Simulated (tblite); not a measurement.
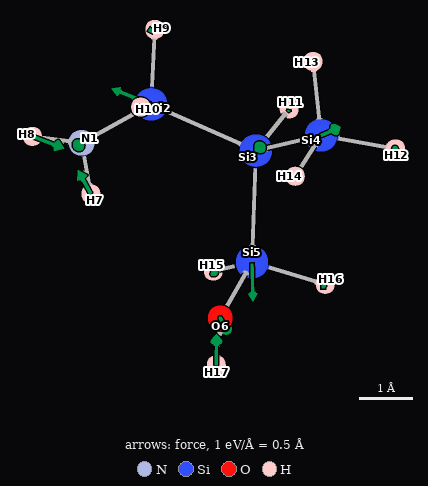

Starting geometry of Si4NH11O with the computed forces as green arrows. A ball-and-stick model, seen at a tilt.

The calculation used GFN2-xTB geometry optimisation, gas phase in tblite 0.8.0. 

**Is this structure relaxed? If not, where do the atoms go?**

It isn't relaxed: the largest force vector, on O6, is 2.20 eV/Å. The final displacements have little in common with the starting forces (cosine between the two patterns 0.22). The energy falls by 72.9 kJ/mol in 151 geometry steps. H7 moves most after the best rigid fit: 0.95 Å. Largest moves by element: H 0.95 Å, O 0.81 Å, N 0.54 Å, Si 0.27 Å. Some distances before and after: Si2–Si3 2.219 → 2.329 Å, Si3–Si5 2.225 → 2.316 Å, Si5–O6 1.697 → 1.644 Å, N1–H8 1.051 → 1.007 Å. Among the angles between lasting bonds that change: Si3–Si5–O6 113.8° → 99.4°, Si5–O6–H17 106.9° → 120.6°, Si3–Si5–H16 106.9° → 117.9°. Groups turn about Si2–Si3 by about 25°.
